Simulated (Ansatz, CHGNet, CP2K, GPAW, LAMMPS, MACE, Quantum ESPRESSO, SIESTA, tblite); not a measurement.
# GPAW runs on liquid mixture of dimethylformamide and H2O at 300 K (102 atoms), part 2 of 2

Aim: run liquid mixture of dimethylformamide and H2O at 300 K (102 atoms) in GPAW and see how near its forces come to a plane-wave reference, and at what cost.

Program: GPAW 26.7.0; the method stands at each step. Banners, paths, timers and routine set-up lines are dropped from the logs unmarked, and long logs keep their key lines alone; longer cuts are marked.

So far. Step 3 (PBE, LCAO szp(dzp), h 0.18 Å): Against the first run (43 %), the force difference from the reference is 159 %, at 0.72 times the CPU time (on 1 against 2 cores), with 603 basis functions against 822: the smaller basis costs accuracy. Step 4 (PBE, LCAO dzp, h 0.28 Å): Against the first run (43 %), the force difference from the reference is 184 %, at 0.47 times the CPU time (on 1 against 2 cores): the grid matters here.

## (5) PBE, LCAO sz(dzp), h 0.18 Å

Method: Kohn-Sham DFT, PBE, PAW, atomic orbitals (sz(dzp)).

run.py

```python
import numpy as np
from ase.io import read
from gpaw import GPAW, FermiDirac

atoms = read("structure.xyz")
atoms.calc = GPAW(
    mode="lcao",
    basis="sz(dzp)",
    h=0.18,
    xc="PBE",
    kpts={"size": (1, 1, 1), "gamma": True},
    occupations=FermiDirac(0.05),
    maxiter=200,
    symmetry={"point_group": False},
    txt="gpaw.txt",
)
energy = atoms.get_potential_energy(force_consistent=True)
forces = atoms.get_forces()
print(f"energy {energy:.6f} eV")
print("forces (eV/A)")
for i, (a, f) in enumerate(zip(atoms, forces)):
    print(f"{i:4d} {a.symbol:2s} {f[0]:10.5f} {f[1]:10.5f} {f[2]:10.5f}")
print(f"Fermi level {atoms.calc.get_fermi_level():.4f} eV")
for k in range(len(atoms.calc.get_ibz_k_points())):
    for s in range(atoms.calc.get_number_of_spins()):
        e = atoms.calc.get_eigenvalues(kpt=k, spin=s)
        n = np.searchsorted(e, atoms.calc.get_fermi_level())
        print(f"k {k} spin {s} levels about the Fermi level:", np.round(e[max(n - 6, 0):n], 4).tolist(), "|", np.round(e[n:n + 6], 4).tolist())
```

structure.xyz

```xyz
102
Lattice="10.18782 0.00000 0.00000 0.00000 10.18782 0.00000 0.00000 0.00000 10.18782" Properties=species:S:1:pos:R:3 pbc="T T T"
[... 102 atom lines left out: the same atoms as in the first run ...]
```

Started as:

```sh
OMP_NUM_THREADS=1 python run.py > output.txt
```

The log of the run:

```text
energy -414.624834 eV
forces (eV/A)
   0 C     2.09341   -1.45951   -1.63831
   1 N    -0.43226    1.37704    1.27665
   2 C     1.71951   -0.25418    2.27412
   3 C    -2.32421   -5.25863   -5.31876
   4 O     3.93185    7.39973    7.08816
   5 H     1.93418    2.76172    2.73318
[...]
99 O    -4.20592    3.08177   -2.01042
 100 H     0.57665   -2.66374    3.85134
 101 H     2.69557   -0.43795   -1.42150
Fermi level 0.3057 eV
k 0 spin 0 levels about the Fermi level: [-1.038, -0.9438, -0.8246, -0.7953, -0.7348, -0.1273] | [0.7387, 1.5214, 1.5799, 1.8823, 1.9325, 4.6844]
```

gpaw.txt:

```text
Input parameters:
  mode=LCAO(),
  basis={'default': 'sz(dzp)'},
  h=0.18,
  kpts=MonkhorstPack(size=(1, 1, 1), gamma=True),
  maxiter=200,
  occupations=Occupations(name='fermi-dirac', width=0.05, fixmagmom=False),
[... lines left out ...]
  Fermi-Dirac:
[... lines left out ...]
convergence criteria:
- Maximum [total energy] change in last 3 cyles: 0.0005 eV / valence electron
[... lines left out ...]
Converged in 10 steps
[... lines left out ...]
  Free energy:    -414.624834
[... lines left out ...]
Fermi level: 0.306
[... lines left out ...]
|        ... |               |           |
|        161 |         8.393 |     0.000 |
Gap: 0.866 eV
Transition (v -> c):
  (s=0, k=0, n=130, [0.00, 0.00, 0.00]) -> (s=0, k=0, n=131, [0.00, 0.00, 0.00])
No difference between direct/indirect transitions
Force computation time: 1.864  # s
timing:  # [seconds]
  Total:  21.655  # ━━━━━━━━━━━━━━━━━━━━━━━━━━━━━━━━━━━━━━━━━━━━━━━━━━━━━━━━━
  Init:    4.967  # ━━━━━━━━━━━━━
  SCF:    14.793  # ━━━━━━━━━━━━━━━━━━━━━━━━━━━━━━━━━━━━━━━
  Forces:  1.864  # ━━━━━
```

It took 23 s on 1 thread of Arm Neoverse V2, shared host; peak memory 0.72 GiB.

Against the reference:

```
r.m.s. force component                           : 2.586 eV/Å
r.m.s. difference of force components            : 2460 meV/Å
longest difference of force vectors              : 8961 meV/Å
force difference over r.m.s. force               : 277.2 %
slope of forces against the reference's          : 0.9018
correlation of force components                  : 0.3096
gap (highest filled to lowest empty level) : 0.866 eV
gap difference                                   : -2.808 eV
```

This is a coarse setting, run to see what it loses.

Against the first run (43 %), the force difference from the reference is 277 %, at 0.37 times the CPU time (on 1 against 2 cores), with 219 basis functions against 822: the smaller basis costs accuracy.

## (6) The ladder

Differences are against the plane-wave reference, forces as r.m.s. over components; share is that over the reference's r.m.s. force, slope the least-squares factor from reference forces to these. Total energies of different programs have different zeros and aren't compared.

| run | Δ force, r.m.s. (meV/Å) | share (%) | slope | Δ gap (eV) | cores | CPU time | memory (GiB) |
| --- | --- | --- | --- | --- | --- | --- | --- |
| reference | - | - | - | - | 8 | 35 s | 1.1 |
| GPAW PBE, LCAO dzp, h 0.18 Å | 386 | 43.4 | 1.015 | -0.017 | 2 | 62 s | 1.1 |
| GPAW PBE, LCAO szp(dzp), h 0.18 Å (coarse) | 1412 | 159 | 0.884 | -1.87 | 1 | 45 s | 0.88 |
| GPAW PBE, LCAO dzp, h 0.28 Å (coarse) | 1630 | 184 | 0.988 | 0.0154 | 1 | 29 s | 0.37 |
| GPAW PBE, LCAO sz(dzp), h 0.18 Å (coarse) | 2460 | 277 | 0.902 | -2.81 | 1 | 23 s | 0.72 |

Rows marked coarse were listed beforehand as settings not expected to be converged; some can still land near the reference.

CPU time is summed over cores on a shared host, where runs went side by side, so it is rough. Symmetry, cutoffs, thresholds, outputs and thread counts weren't matched or tuned between programs; memory under MPI is the largest rank's times the ranks.

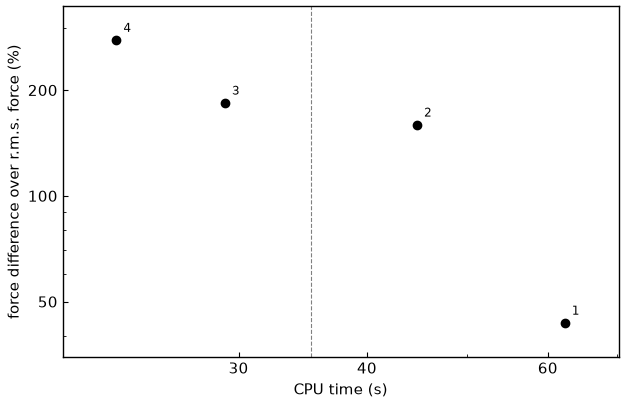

Force difference against CPU time; the dashed line marks the reference's time. Points: 1 GPAW PBE, LCAO dzp, h 0.18 Å; 2 GPAW PBE, LCAO szp(dzp), h 0.18 Å; 3 GPAW PBE, LCAO dzp, h 0.28 Å; 4 GPAW PBE, LCAO sz(dzp), h 0.18 Å.

Within one program, basis, potentials and functional, energies share a zero. Each run against its twin at the usual cutoff or grid and solver:

| run | twin | Δ energy (meV/atom) | Δ force, r.m.s. (meV/Å) | CPU time over the twin's |
| --- | --- | --- | --- | --- |
| GPAW PBE, LCAO dzp, h 0.28 Å | LCAO dzp, h 0.18 Å | 413 | 1557 | 0.47 (this twin ran on 2 cores) |

## (7) Outcome

| Item | Value |
| --- | --- |
| nearest in forces | GPAW PBE, LCAO dzp, h 0.18 Å, 43 % |
| its CPU time | 62 s |

What this shows: The PBE run in local orbitals, coarse settings apart, differs by 43 % (GPAW PBE, LCAO dzp, h 0.18 Å); basis, grid and potentials can all enter, and differences of this size make the forces unusable. Runs with settings chosen to be coarse differ by 159 % (GPAW PBE, LCAO szp(dzp), h 0.18 Å) to 277 % (GPAW PBE, LCAO sz(dzp), h 0.18 Å), their programs' other errors included. None of the electronic-structure runs in the table takes under half the reference's CPU time of 35 s; they take 0.65 to 1.8 times as much. In GPAW PBE, LCAO dzp, h 0.18 Å the difference has nearly one length on every H (0.62 eV/Å) and points along its bond, outwards: this method prefers longer bonds, and stiff bonds to hydrogen turn a small shift into a large force. At the same functional, gaps differ from the reference's 3.67 eV by between -2.81 and +0.02 eV. With short bonds to hydrogen, sets of potentials differ among themselves by several per cent in forces even at converged cutoffs, so the reference isn't exact here either. The network of contacts between molecules at the start is that of the classical potential that made the cell, and needn't be the one that DFT or experiment would give. The reference's PBE has no dispersion term, which matters for the binding between molecules or layers. The density was typed from a rule of thumb and may lie off the real one at this temperature. The electronic-structure runs sample only Γ, in a cell whose shortest periodic width is 10 Å.

[Also dropped from logs without a mark: logging warnings of Python, and SIESTA's first energy breakdown and zero terms.]

[Logs are printed without paths, hosts, clocks, repeated set-up lines and the standing remarks that a program may print on its own settings, such as how far it seeks lower states.]

[Hosts, paths, dates, database ids (printed as entryN), source tags and the programs' standing remarks are cut or masked in the printed files.]
